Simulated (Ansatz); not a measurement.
**Molecular dynamics, with input and output: BHClF (part 2 of 2)**

Continued. System: BHClF. Method: RKS B3LYP/6-31G* (Ansatz 0.2.0). It belongs to a series of runs on one base structure; here: dynamics from the start.

## Log, continued
```
md step   142: t =    71.00 fs  T =   179.0 K  F+E_penalty+E_count = -15934.39888878 eV  E_kin = 0.092537 eV  (22 SCF iters)
md step   143: t =    71.50 fs  T =   185.2 K  F+E_penalty+E_count = -15934.40335554 eV  E_kin = 0.095758 eV  (21 SCF iters)
md step   144: t =    72.00 fs  T =   191.9 K  F+E_penalty+E_count = -15934.40732896 eV  E_kin = 0.099222 eV  (21 SCF iters)
md step   145: t =    72.50 fs  T =   196.7 K  F+E_penalty+E_count = -15934.41086902 eV  E_kin = 0.101696 eV  (22 SCF iters)
md step   146: t =    73.00 fs  T =   195.5 K  F+E_penalty+E_count = -15934.41401935 eV  E_kin = 0.101098 eV  (22 SCF iters)
md step   147: t =    73.50 fs  T =   201.1 K  F+E_penalty+E_count = -15934.41677854 eV  E_kin = 0.103998 eV  (21 SCF iters)
md step   148: t =    74.00 fs  T =   213.1 K  F+E_penalty+E_count = -15934.41921633 eV  E_kin = 0.110203 eV  (22 SCF iters)
md step   149: t =    74.50 fs  T =   215.8 K  F+E_penalty+E_count = -15934.42134332 eV  E_kin = 0.111584 eV  (22 SCF iters)
md step   150: t =    75.00 fs  T =   221.3 K  F+E_penalty+E_count = -15934.42316100 eV  E_kin = 0.114397 eV  (21 SCF iters)
md step   151: t =    75.50 fs  T =   224.9 K  F+E_penalty+E_count = -15934.42475176 eV  E_kin = 0.116279 eV  (22 SCF iters)
md step   152: t =    76.00 fs  T =   228.4 K  F+E_penalty+E_count = -15934.42627089 eV  E_kin = 0.118098 eV  (22 SCF iters)
md step   153: t =    76.50 fs  T =   223.8 K  F+E_penalty+E_count = -15934.42773786 eV  E_kin = 0.115711 eV  (22 SCF iters)
md step   154: t =    77.00 fs  T =   233.6 K  F+E_penalty+E_count = -15934.42917786 eV  E_kin = 0.120792 eV  (21 SCF iters)
md step   155: t =    77.50 fs  T =   231.5 K  F+E_penalty+E_count = -15934.43064810 eV  E_kin = 0.119714 eV  (21 SCF iters)
md step   156: t =    78.00 fs  T =   241.1 K  F+E_penalty+E_count = -15934.43207848 eV  E_kin = 0.124678 eV  (21 SCF iters)
md step   157: t =    78.50 fs  T =   248.9 K  F+E_penalty+E_count = -15934.43345520 eV  E_kin = 0.128692 eV  (21 SCF iters)
md step   158: t =    79.00 fs  T =   256.4 K  F+E_penalty+E_count = -15934.43481640 eV  E_kin = 0.132565 eV  (21 SCF iters)
md step   159: t =    79.50 fs  T =   268.1 K  F+E_penalty+E_count = -15934.43600527 eV  E_kin = 0.138618 eV  (21 SCF iters)
md step   160: t =    80.00 fs  T =   273.2 K  F+E_penalty+E_count = -15934.43706127 eV  E_kin = 0.141234 eV  (21 SCF iters)
md step   161: t =    80.50 fs  T =   278.7 K  F+E_penalty+E_count = -15934.43824548 eV  E_kin = 0.144106 eV  (21 SCF iters)
md step   162: t =    81.00 fs  T =   278.9 K  F+E_penalty+E_count = -15934.43946847 eV  E_kin = 0.144214 eV  (21 SCF iters)
md step   163: t =    81.50 fs  T =   284.4 K  F+E_penalty+E_count = -15934.44091074 eV  E_kin = 0.147036 eV  (22 SCF iters)
md step   164: t =    82.00 fs  T =   290.5 K  F+E_penalty+E_count = -15934.44280336 eV  E_kin = 0.150191 eV  (21 SCF iters)
md step   165: t =    82.50 fs  T =   301.9 K  F+E_penalty+E_count = -15934.44502161 eV  E_kin = 0.156077 eV  (21 SCF iters)
these checks for a lower state are left out or cut short: starts, cluster_reference, orbital_swaps, neighbouring_geometries, increment
522 factors; integrals over basis functions are off by at most 4.4e-4 eV
mean field -15934.44733113 eV, -585.5801386627 hartree, gradient 1.1e-5 eV, S^2 0.000000; 0 other end points of the search recorded, 0 dependent functions left out
the calculation of the forces begins
reference -15934.44748946 eV, -585.5801444813 hartree; 16, 16 occupied and 35, 35 virtual orbitals, 522 factors
522 factors; integrals over basis functions are off by at most 4.4e-4 eV
mean field -15934.44733113 eV, -585.5801386627 hartree, gradient 1.1e-5 eV, S^2 0.000000; 1 other end points of the search recorded, 0 dependent functions left out
the calculation of the forces begins
reference -15934.44748946 eV, -585.5801444813 hartree; 16, 16 occupied and 35, 35 virtual orbitals, 522 factors
md step   166: t =    83.00 fs  T =   307.7 K  F+E_penalty+E_count = -15934.44733113 eV  E_kin = 0.159113 eV  (22 SCF iters)
```

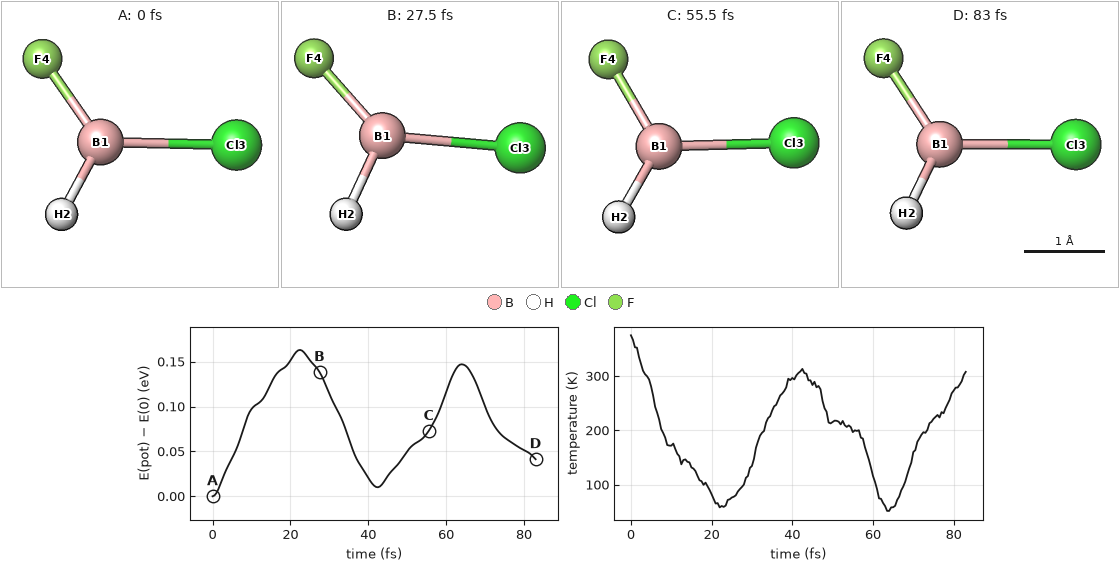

Frames of the molecular dynamics (ball-and-stick, seen at a tilt) above the curves, on which the letters mark them. The trajectory kept here has 167 frames over 83 fs. The temperature starts at 375 K, ranges from 52 to 375 K and averages 197 K over the second half. The potential energy ends 0.041 eV above its first value. After an unweighted best fit of the last frame on the first, the root-mean-square displacement is 0.04 Å.

```
Total energy: -15934.44748946 eV, -585.5801444813 hartree
Atom 0 at    -0.067595     0.182183    -0.020954 Å, force    -0.103933     0.710026    -0.590814 eV/Å
Atom 1 at    -0.125124     0.559392     1.101326 Å, force    -0.235059    -0.285324     0.133180 eV/Å
Atom 2 at     1.510280     0.022247    -0.770275 Å, force     0.204256    -0.228231    -0.010768 eV/Å
Atom 3 at    -1.130242     0.081297    -0.804274 Å, force     0.134737    -0.196470     0.468403 eV/Å
Dipole moment:    -0.073983     0.003138     0.163650 e Å
```

## Trajectory as extended XYZ (Å, eV, eV/Å), 22 of the 167 frames kept, from step=0 to step=166
```
4
Properties=species:S:1:pos:R:3:forces:R:3 step=0 time_fs=0.0 energy=-15934.48862 temperature=375.0
B     0.0206    0.0000   -0.0078    0.0097   0.0000  -0.0003
H     0.0208    0.0000    1.1801   -0.0024   0.0000  -0.0018
Cl    1.5391    0.0000   -0.8966   -0.0060   0.0000   0.0022
F    -1.1128    0.0000   -0.6757   -0.0013   0.0000   0.0000
4
Properties=species:S:1:pos:R:3:forces:R:3 step=8 time_fs=4.0 energy=-15934.45473 temperature=299.6
B    -0.0028   -0.0110   -0.0240    0.6189   0.3558   0.6719
H    -0.0258    0.0501    1.1859    0.1701  -0.1521  -0.5442
Cl    1.5627    0.0029   -0.8968   -0.7236  -0.0872   0.2668
F    -1.1419   -0.0020   -0.6655   -0.0655  -0.1165  -0.3944
4
Properties=species:S:1:pos:R:3:forces:R:3 step=16 time_fs=8.0 energy=-15934.41238 temperature=195.3
B    -0.0162   -0.0179   -0.0322    0.5898   0.5166  -0.4166
H    -0.0425    0.0805    1.1353    0.2308  -0.1721   0.4619
Cl    1.5811    0.0055   -0.8944   -1.1768  -0.1465   0.3709
F    -1.1725   -0.0059   -0.6572    0.3562  -0.1980  -0.4161
4
Properties=species:S:1:pos:R:3:forces:R:3 step=24 time_fs=12.0 energy=-15934.38425 temperature=152.5
B    -0.0207   -0.0139   -0.0466    0.3048   0.4945  -0.2729
H    -0.0211    0.0847    1.1293    0.1419  -0.1709   0.2337
Cl    1.5941    0.0079   -0.8891   -1.3719  -0.1410   0.2895
F    -1.2008   -0.0098   -0.6517    0.9253  -0.1826  -0.2503
4
Properties=species:S:1:pos:R:3:forces:R:3 step=32 time_fs=16.0 energy=-15934.35490 temperature=125.2
B    -0.0234    0.0009   -0.0652    0.2249   0.2413   0.6300
H     0.0250    0.0603    1.1463   -0.0956  -0.1057  -0.5985
Cl    1.6015    0.0103   -0.8825   -1.4050  -0.0692   0.0991
F    -1.2216   -0.0139   -0.6484    1.2757  -0.0665  -0.1306
4
Properties=species:S:1:pos:R:3:forces:R:3 step=40 time_fs=20.0 energy=-15934.33738 temperature=82.6
B    -0.0245    0.0237   -0.0756    0.0912  -0.1991  -0.0754
H     0.0589    0.0288    1.1013   -0.2308   0.0728   0.2392
Cl    1.6035    0.0111   -0.8752   -1.3263   0.0355  -0.0948
F    -1.2326   -0.0181   -0.6484    1.4659   0.0908  -0.0691
4
Properties=species:S:1:pos:R:3:forces:R:3 step=47 time_fs=23.5 energy=-15934.32832 temperature=61.8
B    -0.0210    0.0408   -0.0845   -0.0972  -0.4803  -0.0944
H     0.0590    0.0105    1.0842   -0.2252   0.1712   0.4793
Cl    1.5995    0.0117   -0.8685   -1.1305   0.1095  -0.2487
F    -1.2320   -0.0213   -0.6509    1.4528   0.1996  -0.1362
4
Properties=species:S:1:pos:R:3:forces:R:3 step=55 time_fs=27.5 energy=-15934.35031 temperature=95.9
B    -0.0190    0.0522   -0.0924   -0.0645  -0.5843   1.0683
H     0.0263    0.0167    1.1104   -0.1208   0.2334  -0.3163
Cl    1.5895    0.0108   -0.8615   -0.8656   0.1328  -0.3414
F    -1.2203   -0.0222   -0.6545    1.0508   0.2182  -0.4106
4
Properties=species:S:1:pos:R:3:forces:R:3 step=63 time_fs=31.5 energy=-15934.38825 temperature=179.9
B    -0.0188    0.0563   -0.0871    0.0001  -0.4065   0.7251
H    -0.0236    0.0576    1.0914    0.0973   0.1830   0.3340
Cl    1.5756    0.0109   -0.8559   -0.5985   0.0918  -0.3471
F    -1.2022   -0.0186   -0.6606    0.5010   0.1317  -0.7120
4
Properties=species:S:1:pos:R:3:forces:R:3 step=71 time_fs=35.5 energy=-15934.43061 temperature=244.4
B    -0.0199    0.0553   -0.0717    0.1026  -0.0223   0.7443
H    -0.0587    0.1343    1.1036    0.1865   0.0589   0.3330
Cl    1.5589    0.0115   -0.8520   -0.3513  -0.0052  -0.2853
F    -1.1804   -0.0122   -0.6730    0.0622  -0.0314  -0.7920
4
Properties=species:S:1:pos:R:3:forces:R:3 step=79 time_fs=39.5 energy=-15934.46444 temperature=292.4
B    -0.0236    0.0564   -0.0454    0.0566   0.3691   0.9522
H    -0.0651    0.2102    1.1497    0.1092  -0.1493  -0.3642
Cl    1.5417    0.0131   -0.8478   -0.1953  -0.0861  -0.1538
F    -1.1613   -0.0048   -0.6930    0.0294  -0.1337  -0.4341
4
Properties=species:S:1:pos:R:3:forces:R:3 step=87 time_fs=43.5 energy=-15934.47557 temperature=304.4
B    -0.0258    0.0650   -0.0093   -0.1087   0.4021  -0.4610
H    -0.0450    0.2601    1.1532   -0.1076  -0.1420   0.2469
Cl    1.5245    0.0143   -0.8440   -0.0495  -0.1231  -0.0106
F    -1.1414    0.0023   -0.7168    0.2658  -0.1370   0.2247
4
Properties=species:S:1:pos:R:3:forces:R:3 step=95 time_fs=47.5 energy=-15934.45367 temperature=254.2
B    -0.0269    0.0802    0.0228   -0.2857   0.3447  -1.0419
H    -0.0403    0.2874    1.1871   -0.2200  -0.1641   0.1086
Cl    1.5080    0.0154   -0.8392    0.1204  -0.1067   0.1401
F    -1.1198    0.0093   -0.7381    0.3853  -0.0740   0.7931
4
Properties=species:S:1:pos:R:3:forces:R:3 step=103 time_fs=51.5 energy=-15934.43148 temperature=216.1
B    -0.0300    0.0977    0.0410   -0.2227   0.2610  -0.6882
H    -0.0692    0.2932    1.2288   -0.1615  -0.1995  -0.4548
Cl    1.4933    0.0154   -0.8345    0.3471  -0.0528   0.2602
F    -1.0943    0.0145   -0.7530    0.0372  -0.0088   0.8827
4
Properties=species:S:1:pos:R:3:forces:R:3 step=111 time_fs=55.5 energy=-15934.41598 temperature=200.2
B    -0.0355    0.1194    0.0509    0.0378  -0.0826  -1.0492
H    -0.1213    0.2712    1.2177   -0.0509  -0.0011   0.1377
Cl    1.4800    0.0157   -0.8275    0.6277   0.0294   0.3306
F    -1.0684    0.0195   -0.7623   -0.6146   0.0543   0.5810
4
Properties=species:S:1:pos:R:3:forces:R:3 step=119 time_fs=59.5 energy=-15934.37881 temperature=131.6
B    -0.0403    0.1443    0.0451    0.2979  -0.3882  -0.2501
H    -0.1848    0.2328    1.2185    0.1615   0.1486   0.0245
Cl    1.4686    0.0166   -0.8204    0.9801   0.1292   0.2944
F    -1.0484    0.0240   -0.7668   -1.4395   0.1104  -0.0687
4
Properties=species:S:1:pos:R:3:forces:R:3 step=126 time_fs=63.0 energy=-15934.34390 temperature=61.0
B    -0.0419    0.1625    0.0343    0.3193  -0.5412   0.4758
H    -0.2182    0.2196    1.2162    0.3022   0.2351  -0.1962
Cl    1.4631    0.0161   -0.8143    1.2386   0.1726   0.1958
F    -1.0412    0.0287   -0.7712   -1.8601   0.1336  -0.4754
4
Properties=species:S:1:pos:R:3:forces:R:3 step=134 time_fs=67.0 energy=-15934.35588 temperature=89.7
B    -0.0411    0.1768    0.0261    0.0561  -0.6004   0.1499
H    -0.2080    0.2402    1.1960    0.2057   0.2687   0.1133
Cl    1.4627    0.0163   -0.8060    1.3652   0.1600   0.0678
F    -1.0463    0.0359   -0.7797   -1.6271   0.1717  -0.3310
4
Properties=species:S:1:pos:R:3:forces:R:3 step=142 time_fs=71.0 energy=-15934.39889 temperature=179.0
B    -0.0385    0.1813    0.0165   -0.3955  -0.3946  -0.0599
H    -0.1560    0.3037    1.1906   -0.0159   0.1571  -0.0097
Cl    1.4674    0.0175   -0.7963    1.4016   0.0654  -0.1139
F    -1.0609    0.0445   -0.7914   -0.9902   0.1721   0.1835
4
Properties=species:S:1:pos:R:3:forces:R:3 step=150 time_fs=75.0 energy=-15934.42316 temperature=221.3
B    -0.0394    0.1818    0.0076   -0.7453  -0.0156  -0.2839
H    -0.1071    0.3955    1.1802   -0.2272  -0.0419  -0.2004
Cl    1.4769    0.0182   -0.7870    1.2249  -0.0624  -0.2123
F    -1.0831    0.0549   -0.8015   -0.2525   0.1199   0.6967
4
Properties=species:S:1:pos:R:3:forces:R:3 step=158 time_fs=79.0 energy=-15934.43482 temperature=256.4
B    -0.0503    0.1794   -0.0028   -0.5524   0.3871  -0.6921
H    -0.0930    0.4889    1.1411   -0.3330  -0.1815   0.0534
Cl    1.4915    0.0202   -0.7785    0.7818  -0.1786  -0.1517
F    -1.1059    0.0679   -0.8059    0.1035  -0.0270   0.7904
4
Properties=species:S:1:pos:R:3:forces:R:3 step=166 time_fs=83.0 energy=-15934.44733 temperature=307.7
B    -0.0676    0.1822   -0.0210   -0.1039   0.7100  -0.5908
H    -0.1251    0.5594    1.1013   -0.2351  -0.2853   0.1332
Cl    1.5103    0.0222   -0.7703    0.2043  -0.2282  -0.0108
F    -1.1302    0.0813   -0.8043    0.1347  -0.1965   0.4684
```

The run was set up as follows.

## Input file
```yaml
crystal:
  periodic: [false, false, false]
  atoms:
    - { symbol: B, position_ang: [0.020624, 0.0, -0.007789] }
    - { symbol: H, position_ang: [0.020777, 0.0, 1.180069] }
    - { symbol: Cl, position_ang: [1.539142, 0.0, -0.896567] }
    - { symbol: F, position_ang: [-1.112844, 0.0, -0.675713] }
basis:
  gaussian: { orbitals: "6-31G*" }
hamiltonian:
  xc: b3lyp
md:
  timestep: 0.5
  n_steps: 166
  ensemble: nvt_langevin
  temperature: 500.0
  initial_velocities: maxwell_boltzmann
  seed: 700316
  friction: 0.001
```

Command:
```bash
ansatz run input.yaml --threads 1 --pin off --max-ram 2048MiB --backend cpu --events-out ev --progress --plain --runs-dir out
```

## Summary

| quantity | value |
| --- | --- |
| outcome | finished |
| mean temperature over the second half | 197 K |
| trajectory | 166 steps, 83 fs |
| ensemble | nvt_langevin |
| temperature in the input | 500.0 K |
| time step | 0.5 fs |
| potential energy (last step) | −15934.4475 eV |
| mean-field energy (last step) | −15934.4475 eV |
| largest force (length of the vector) (last step) | 0.930 eV/Å |
| hardware | 1 thread of Arm Neoverse V2, 24 GiB of memory available, shared host |
| wall time | 2.5 min |
| peak memory | 0.091 GiB |

## Notes

So short a trajectory is not equilibrated. The logged temperature at the start can lie below the typed one, since it is counted over all degrees of freedom. The temperature stays far from the 500 K of the thermostat over the second half: the run isn't equilibrated.
